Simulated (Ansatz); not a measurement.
ZnSe (zinc blende)

```
ZnSe
1.0
    0.00000     5.73302     5.73302
    2.86651     0.00000     2.86651
    2.86651     2.86651     0.00000
Se Zn
2 2
Direct
  0.37500   0.75000   0.75000
  0.87500   0.75000   0.75000
  0.00000   0.00000   0.00000
  0.50000   0.00000   0.00000
```

The atoms are displaced by Q × the pattern below (from a DFPT mode at L = (0.5, 0.0, 0.0), largest move 1; Q in Å), at fixed cell. It is one choice among 2 degenerate patterns. (q is in reciprocal vectors of the primitive cell; the cell shown is doubled to hold the pattern.)

```json
[
 {"atom": "Se1", "x": "0.273", "y": "-0.498", "z": "0.770"},
 {"atom": "Se2", "x": "-0.273", "y": "0.498", "z": "-0.770"},
 {"atom": "Zn3", "x": "0.285", "y": "-0.520", "z": "0.805"},
 {"atom": "Zn4", "x": "-0.285", "y": "0.520", "z": "-0.805"}
]
```

Level of theory: PBE (plane waves to 420 eV, PAW, scalar-relativistic; Ansatz, a first-principles code). k mesh 5×10×10 (Γ-centred), Fermi-Dirac smearing 0.05 eV. The energy includes the smearing's −TS. The PAW data are Ansatz's earlier set. ZnSe was relaxed with its symmetry unable to fall. The zero of ΔE is the undisplaced structure.

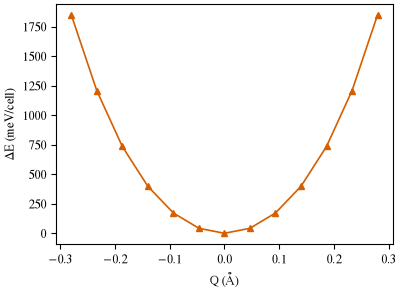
*ΔE (meV/cell) against Q (Å); computed points joined by lines.*

The energy at Q = 0.280 Å is 1850 meV/cell. Wavenumber by perturbation theory (DFPT, on another k mesh): 195 cm⁻¹. Harmonic wavenumber from the curvature (finite differences): 195 cm⁻¹. Space group of the distorted cell: P1 (No. 1), lowered from F-43m. Symmetry of the curve: even: the same for both signs.

E″ = 38.63 eV/Å², M = Σ mᵢ|uᵢ|² = 275.4 u, ν̃ = 521.5·√(|E″|/M).

(For displaced atoms, the force is minus the slope of the energy, and its curvature is a force constant, which sets phonon frequencies.)
